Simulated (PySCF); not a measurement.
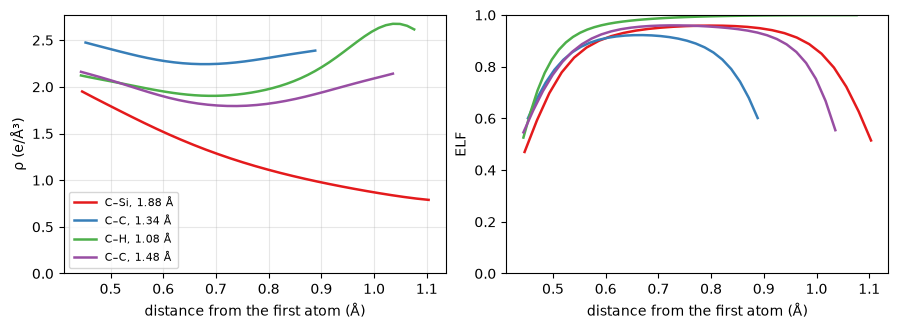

C$_{9}$H$_{14}$Si (SMILES CCC1=C[SiH2]C=C1C1CC1). Total electron density and electron localisation function along straight lines between neighbouring atoms. The curves leave out the atomic cores.

Geometry: GFN2-xTB.

Level of theory: PySCF, PBE0/pcSseg-1, SCF density, gas phase, non-relativistic.

```yaml
atoms:
  - { symbol: C, position_ang: [-2.8444, -1.2362, 0.1965] }
  - { symbol: C, position_ang: [-1.3530, -1.1287, -0.0944] }
  - { symbol: C, position_ang: [-0.8311, 0.2761, -0.1716] }
  - { symbol: C, position_ang: [-1.5582, 1.4002, -0.0969] }
  - { symbol: Si, position_ang: [-0.4520, 2.9129, -0.2264] }
  - { symbol: C, position_ang: [1.0239, 1.7623, -0.3861] }
  - { symbol: C, position_ang: [0.6250, 0.4824, -0.3350] }
  - { symbol: C, position_ang: [1.5180, -0.6978, -0.4272] }
  - { symbol: C, position_ang: [2.0257, -1.3514, 0.8315] }
  - { symbol: C, position_ang: [2.9706, -0.6187, -0.0692] }
  - { symbol: H, position_ang: [-3.1350, -2.2823, 0.2686] }
  - { symbol: H, position_ang: [-3.0873, -0.7474, 1.1373] }
  - { symbol: H, position_ang: [-3.4270, -0.7748, -0.5976] }
  - { symbol: H, position_ang: [-1.1377, -1.6318, -1.0433] }
  - { symbol: H, position_ang: [-0.7943, -1.6616, 0.6813] }
  - { symbol: H, position_ang: [-2.6272, 1.3893, 0.0261] }
  - { symbol: H, position_ang: [-0.4311, 3.7308, 0.9887] }
  - { symbol: H, position_ang: [-0.6914, 3.7258, -1.4204] }
  - { symbol: H, position_ang: [2.0581, 2.0330, -0.5168] }
  - { symbol: H, position_ang: [1.2580, -1.3744, -1.2355] }
  - { symbol: H, position_ang: [1.7700, -0.8894, 1.7739] }
  - { symbol: H, position_ang: [2.0716, -2.4299, 0.8711] }
  - { symbol: H, position_ang: [3.3638, 0.3234, 0.2792] }
  - { symbol: H, position_ang: [3.6733, -1.1922, -0.6551] }
```

Question: What can be read from the curves?

Answer: C–Si (1.88 Å): the density is about 0.93 e/Å³ at the midpoint; the ELF peaks at about 0.95 between the atoms; a shared electron pair.
C–C (1.34 Å): ρ at the midpoint is about 2.2 e/Å³; the ELF peaks at about 0.90 between the atoms; a multiple bond.
C–H (1.08 Å): ρ at the midpoint is about 2 e/Å³; the ELF climbs to about 1 towards the hydrogen, as it does in any bond to H; an ordinary covalent bond to hydrogen.
C–C (1.48 Å): ρ at the midpoint is about 1.8 e/Å³; the ELF peaks at about 0.95 between the atoms: a shared electron pair.
